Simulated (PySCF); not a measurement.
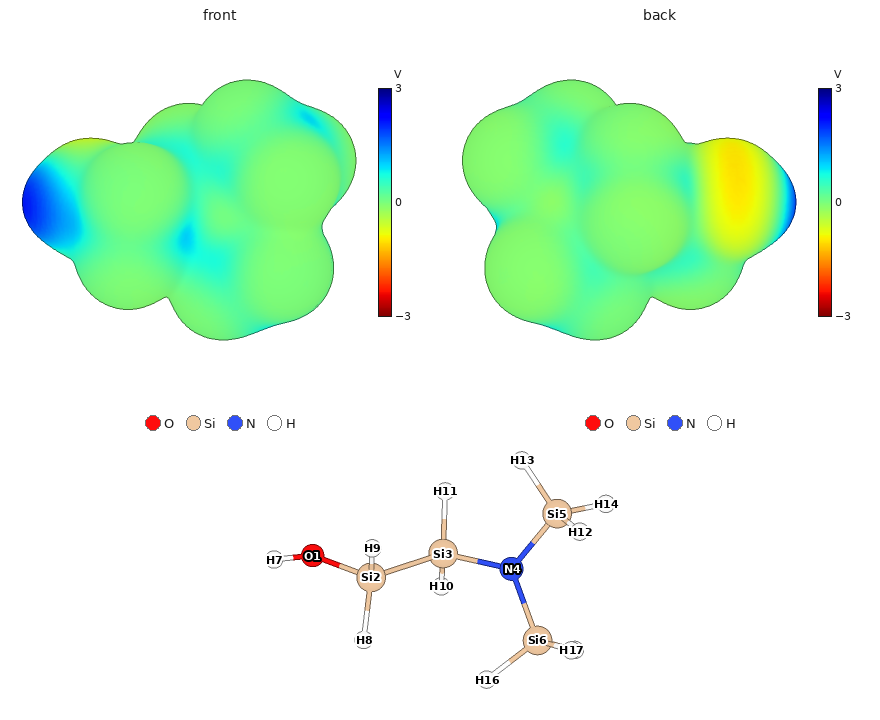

The picture shows: H11NOSi4 (SMILES O[SiH2][SiH2]N([SiH3])[SiH3]). The molecular electrostatic potential painted on the density surface at 0.001 e/bohr³, seen from the front and from behind; the colour scale runs from red (negative) to blue (positive). The bare structure is drawn below in the same view.

Geometry: GFN2-xTB.

Theory: CAM-B3LYP/def2-SVPD, SCF density, gas phase (PySCF).

```xyz
17

O     3.4002   -0.3431   -1.0733
Si    2.3007   -0.0667    0.1020
Si    0.3526   -0.1387   -1.1020
N    -0.9923    0.0183    0.0177
Si   -1.9835   -1.3378    0.4630
Si   -1.4486    1.6007    0.5698
H     4.3384   -0.3729   -0.9025
H     2.6463    1.2058    0.7636
H     2.4936   -1.0714    1.1655
H     0.1931    0.9352   -2.1008
H     0.1165   -1.3835   -1.8504
H    -2.1898   -1.2991    1.9114
H    -1.2648   -2.5526    0.0866
H    -3.2743   -1.2700   -0.2295
H    -2.5011    2.1506   -0.2903
H    -0.2574    2.4491    0.5152
H    -1.9365    1.4883    1.9439
```

Q: Describe the electrostatic potential map.

A: The most negative region (about −1.0 V) lies over O1, the most positive (about +2.0 V) over H7.
